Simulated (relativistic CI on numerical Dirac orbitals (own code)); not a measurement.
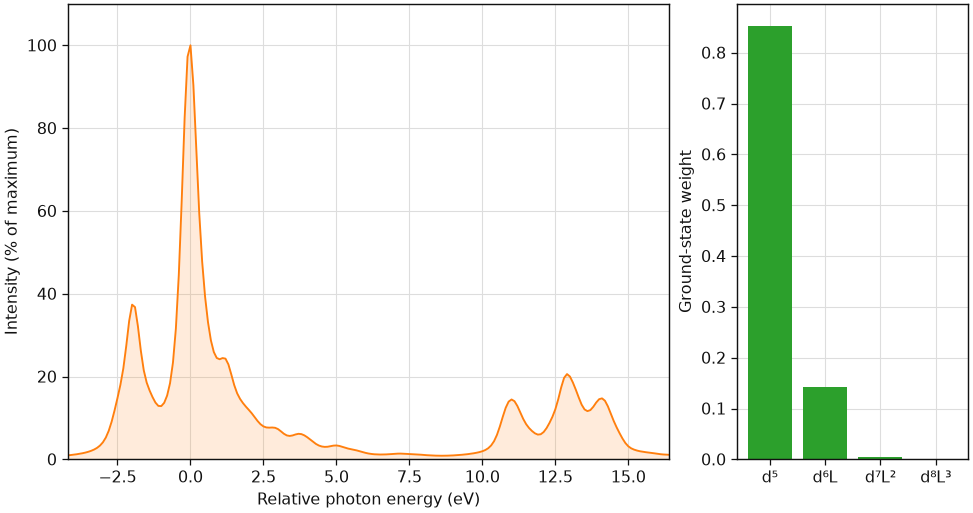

L₂,₃ X-ray absorption of nominal Fe³⁺ (d⁵) with Δ = 5, U_dd = 6.1, U_pd = 7.3, 10Dq = 1.6 (ligand 0.7), V(eg) = 1.95, V(t2g) = −1 eV, final-state hopping scaled by 0.9. Charge-transfer multiplet model of a cubic metal–ligand cluster, up to 3 ligand holes (L), atomic integrals computed for Dirac–Coulomb–Breit ions and scaled by 0.7, 20 K, Voigt broadening (Lorentzian 0.4 eV, Gaussian 0.3 eV). Energies are counted from the highest peak in the lower part of the range.

**Describe the spectrum and the ground state.**

The main maxima lie at −2.0 eV (37), 0.0 eV (100), 11.0 eV (14), 12.9 eV (21) and 14.1 eV (15), heights in % of the largest. The features below about 9 eV belong to the L₃ edge, those above mostly to the L₂ edge. The ground state is 85 % d⁵ and 14 % d⁶L, with 5.15 d electrons and S = 2.50.
